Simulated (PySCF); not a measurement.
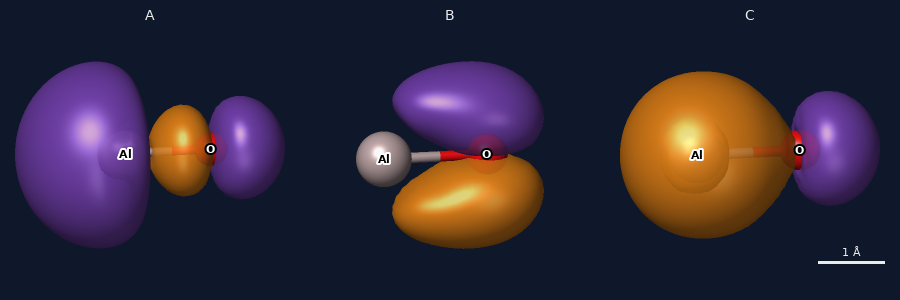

Figure. AlO (doublet). Three frontier β-spin orbitals, each drawn at the value that holds 80 % of its norm (orange and purple are the two phases), in no order; of a degenerate pair one member is drawn.

These are results of PBE0/cc-pVDZ(-PP), non-relativistic Hamiltonian with scalar-relativistic core potentials where named, at a bond length of 1.636 Å in PySCF 2.14.0, not measurements.

**Label each orbital by symmetry, say whether it is occupied, and order them by energy.**

Orbital C: σ, occupied in this spin, −8.80 eV; shared between the atoms (Al 50 %, O 50 %).
Orbital B: π, occupied in this spin, −7.78 eV; mainly on O (80 %).
Orbital A: σ, empty in this spin, −4.24 eV; shared between the atoms (Al 65 %, O 35 %).
